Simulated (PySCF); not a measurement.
# C2H4F, charge −1, SMILES `[F-].C=C`: electronic structure

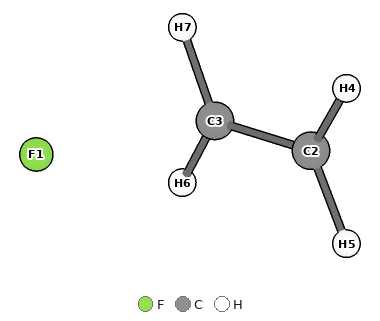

The molecule, with its atoms numbered as below. The pair's geometry is semi-empirical, so its contact may be too short or too long.

Geometry (Å), atoms numbered from 1:

```
F1       1.5932    0.2555   -0.0003
C2      -1.3899    0.3054   -0.0001
C3      -0.3946   -0.5899    0.0001
H4      -1.7504    0.7585    0.9133
H5      -1.7513    0.7554   -0.9142
H6      -0.0658   -1.0546   -0.9119
H7      -0.0649   -1.0515    0.9154
```

## 1. Bonding charge

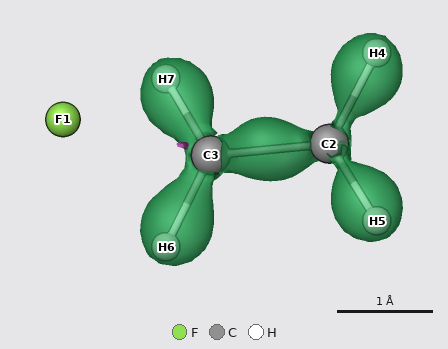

Deformation density (molecule less spherical, spin-averaged free atoms at the same positions), surfaces at ±0.3 e/Å³; green: gain, purple: loss.

Level of theory: PBE0/def2-SVPD (PySCF), at a geometry from GFN2-xTB.

**Describe the bonding that the map shows.**

C3–H6: +0.74 e/Å³ at the bond critical point (bond length 1.07 Å). C3–H7: +0.74 e/Å³ at the bond critical point (bond length 1.08 Å). C2–C3: +0.68 e/Å³ at the bond critical point (bond length 1.34 Å). C2–H5 and C2–H4: +0.64 e/Å³ at the bond critical point (bond length 1.08 Å). F1–C3: −0.05 e/Å³ at the bond critical point (bond length 2.16 Å). In all, 2.1 electrons gather in the regions of gain relative to the promolecule of neutral atoms (this includes the anion's extra charge). A small or negative value marks a very polar bond, one between electron-rich atoms, whose free-atom densities already overlap strongly, a long bond to a heavier atom, or a closed-shell contact such as a hydrogen bond.

## 2. Local ionisation energy

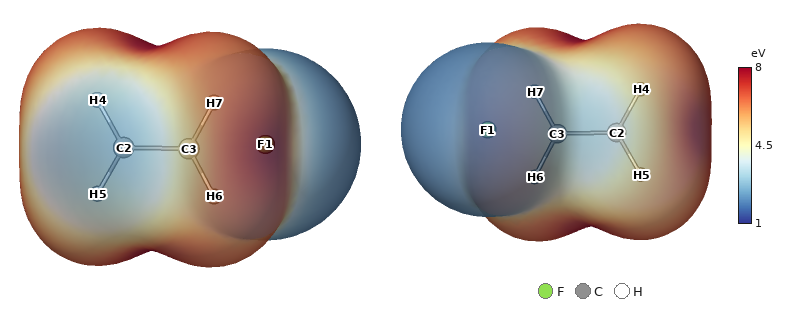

Average local ionisation energy on the surface of electron density 0.001 a.u. (back view left, front view right).

**Locate the minima of the map.**

The lowest value is 1.9 eV, 1.9 Å from F1. Further minima include 2.2 eV, over C2, off the plane of its three bonds (2.2 Å). For comparison, the highest occupied orbital lies at −0.6 eV.

**What volume does the surface enclose?**

About 82 Å³.

## 3. Binding density

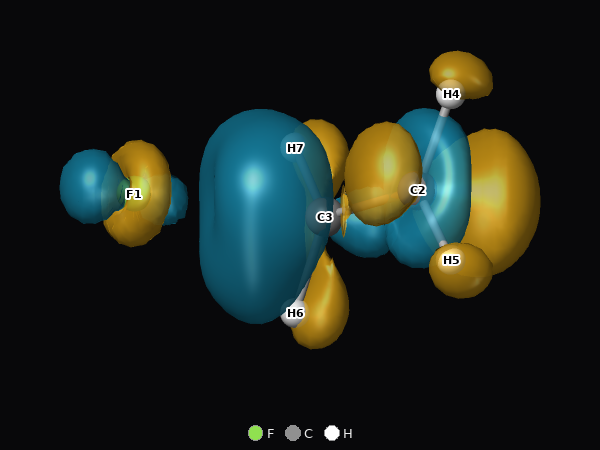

Density of the complex less the densities of the two fragments at the same geometry, ±0.02 e/Å³ (yellow: gain, teal: loss). Fragment A: F(−1) (atom 1); fragment B: H4C2.

PySCF calculation, PBE0/def2-SVPD, gas phase; geometry: GFN2-xTB.

**How is the density rearranged on binding?**

Hirshfeld charges show 0.094 e passing from A to B. By Hirshfeld charges, electrons gather most on C2 (−0.103 e) and leave C3 most (+0.096 e); 0.37 e is displaced in all.

**What is the interaction energy, and which contacts carry it?**

The counterpoise-corrected interaction energy of the frozen fragments is −1.9 kcal/mol without dispersion correction and −2.3 kcal/mol with D3(BJ). The pair geometry is semi-empirical, not a minimum at this level. Contacts: F1···C3, 2.16 Å, ρ = 0.043 a.u. The pose is a local one from a semi-empirical search, not shown to be the most stable.
